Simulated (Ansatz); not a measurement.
Zinc-blende HgSe, treated with PBEsol-D3(BJ) (PAW; Ansatz, a quantum-chemistry and plane-wave program).

Settings: plane-wave cutoff 520 eV, 10×10×10 k mesh, Fermi–Dirac smearing 0.01 eV, scalar-relativistic PAW data made under PBE.

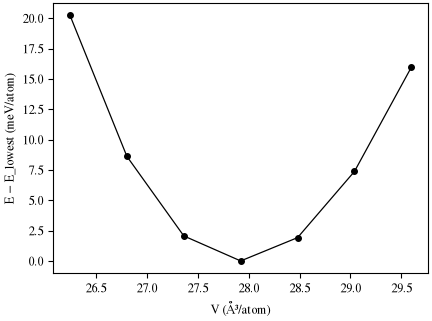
Figure: Total energy against volume

Task: From the curve, estimate the equilibrium volume and the bulk modulus.

Result: V0 ≈ 27.9 Å³/atom and B0 ≈ 57 GPa; the fit gives V0 = 27.921 Å³/atom, B0 = 57.1 GPa, B′ = 5.0.

Measured, for comparison: bulk modulus 50 GPa (temperature not stated, not corrected to a static lattice, our sources range from 48.5 to 51.6; as tabulated in Toher et al. (2017), arXiv:1611.05714); equilibrium volume per atom 28.16 Å³/atom (293 K, not corrected to a static lattice; as tabulated in Cardona et al. (2009), arXiv:0908.2634). Computed (rounded) less measured: bulk modulus +14 % (+11 % to +18 % over the range), equilibrium volume per atom -0.9 %. A static lattice is as a rule a little smaller and stiffer than an uncorrected measurement, which narrows the difference in the equilibrium volume per atom and would widen misses of the other sign.

Spin–orbit coupling is not included; it can open a gap where bands touch, and shift volumes and moduli.

Computed values are for the static lattice.

It cost around 80 core-seconds (rough) of CPU time.
